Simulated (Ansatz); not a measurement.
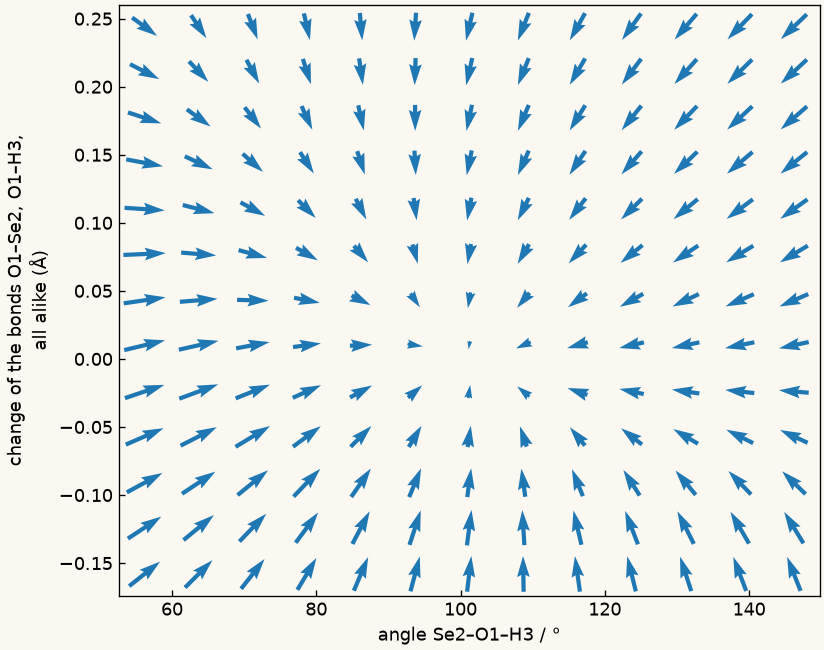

HOSe, SMILES O[Se-], charge −1. Coordinates scanned: (1) angle Se2–O1–H3; (2) change of the bonds O1–Se2, O1–H3, all alike. Nothing is relaxed (all other coordinates rigid). The scan uses a 13 × 13 grid. Points are written as (first, second). The restricted reference is unstable at some or all points, so the energies there are unreliable. Computed with RHF-MP2, frozen core/def2-TZVPD (Ansatz).

The picture shows arrows along the force (downhill), their lengths compressed.

Question: The arrows alone are given. Where is the energy lowest?

Answer: The arrows converge at about (101°, 0.000 Å) (read from the interpolated surface).

The energy map of the same scan:

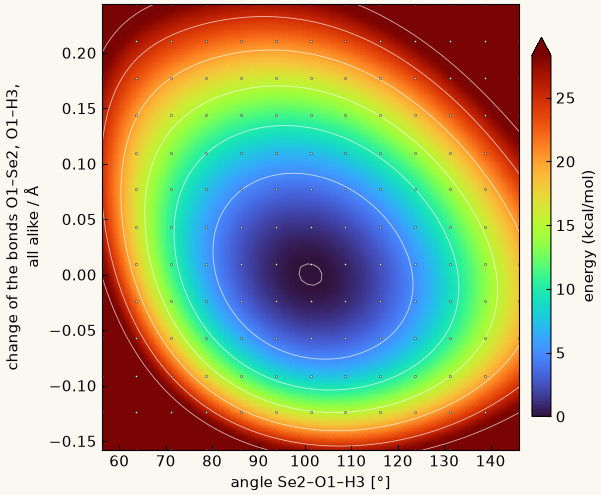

Energies are in kcal/mol, from the lowest grid point; between grid points the surface is interpolated.
